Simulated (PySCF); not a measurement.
SMILES F[Si](F)F (F₃Si), doublet at its CAM-B3LYP/def2-SVP optimised geometry (Å):

```
4

F     -1.0471     0.7645     0.0000
Si    -0.5582    -0.7645     0.0000
F     -1.0486    -1.4343    -1.3739
F      1.0471    -0.7645     0.0000
```

Method: PySCF with unrestricted CAM-B3LYP/def2-TZVP. Cells within 0.4 Å of a nucleus heavier than hydrogen are left out (blank, or x).

Map of the electrostatic potential (hartree/e), clipped to [-0.08, 0.12] on the plane z = 0.0 Å:

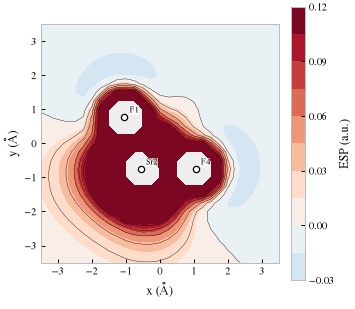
Figure: Electrostatic potential (hartree/e), clipped to [-0.08, 0.12] on the plane z = 0.0 Å.
